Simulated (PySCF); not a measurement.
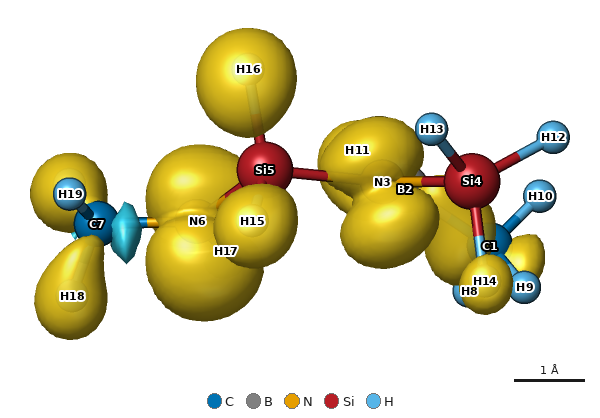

Figure. C₂H₁₃BN₂Si₂ (SMILES CB[N+]([SiH3])[SiH2]NC) (charge +1, doublet). Isosurfaces of the spin density at +0.015 (yellow) and −0.015 e/Å³ (cyan), seen from one side.

Geometry: GFN2-xTB.

Computed with PySCF, UKS B3LYP, pcH-1 on B C H N Si, non-relativistic, mean-field spin-orbit, GIAO.

```csv
atom,x (Å),y (Å),z (Å)
C,-2.2499,1.6780,0.0143
B,-1.0647,0.8506,-0.6223
N,-0.7612,-0.4755,-0.3109
Si,-2.0622,-1.6432,0.1036
Si,0.9067,-1.0527,-0.3640
N,1.9207,0.3104,-0.0617
C,3.3532,0.3054,-0.0731
H,-1.9204,2.6490,0.3758
H,-2.7319,1.1467,0.8303
H,-2.9824,1.8786,-0.7668
H,-0.3963,1.4194,-1.4069
H,-3.2384,-1.2296,-0.6513
H,-1.5199,-2.9390,-0.2876
H,-2.1960,-1.4830,1.5544
H,1.0995,-2.0294,0.7029
H,1.1001,-1.5384,-1.7310
H,1.5327,1.2286,0.1001
H,3.7464,0.7081,0.8643
H,3.7191,-0.7077,-0.2111
H,3.7395,0.9342,-0.8814
```

> Which atoms carry the spin?

The unpaired spin (1 electron) lies mostly on N6 (about 0.4) and N3 (about 0.1), in electrons by Hirshfeld's partition.
